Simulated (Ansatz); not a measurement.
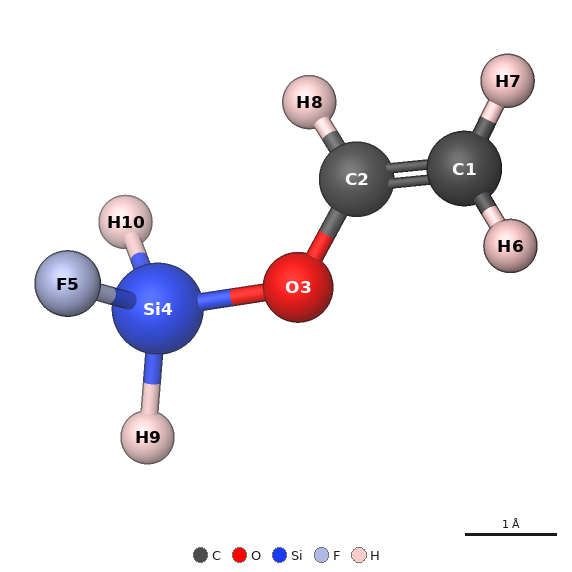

Orthographic view. Depth is shown by fading: the farther an atom, the more it takes the colour of the background. The geometry was computed by an optimisation with PBE0-D4/def2-TZVP. No frequency run is at hand to confirm it as a minimum.

Write a MOL file (V2000) with the atoms in numerical order, bonds sorted by atom number with the orders drawn, and coordinates in the frame of the picture: x right, y up, z towards the viewer, origin at the mean position.

```
C2H5FOSi
                    3D

 10  9  0  0  0  0  0  0  0  0999 V2000
    1.8700    0.7000    0.6500 C   0  0  0  0  0  0  0  0  0  0  0  0
    0.6900    0.5800    0.0900 C   0  0  0  0  0  0  0  0  0  0  0  0
    0.0400   -0.6200   -0.0100 O   0  0  0  0  0  0  0  0  0  0  0  0
   -1.5100   -0.8500   -0.4800 Si  0  0  0  0  0  4  0  0  0  0  0  0
   -2.5000   -0.5700    0.7300 F   0  0  0  0  0  0  0  0  0  0  0  0
    2.3800   -0.1600    1.0800 H   0  0  0  0  0  0  0  0  0  0  0  0
    2.3500    1.6600    0.6900 H   0  0  0  0  0  0  0  0  0  0  0  0
    0.1600    1.4300   -0.3500 H   0  0  0  0  0  0  0  0  0  0  0  0
   -1.6200   -2.2700   -0.8500 H   0  0  0  0  0  0  0  0  0  0  0  0
   -1.8600    0.1100   -1.5500 H   0  0  0  0  0  0  0  0  0  0  0  0
  1  2  2  0
  1  6  1  0
  1  7  1  0
  2  3  1  0
  2  8  1  0
  3  4  1  0
  4  5  1  0
  4  9  1  0
  4 10  1  0
M  END
```
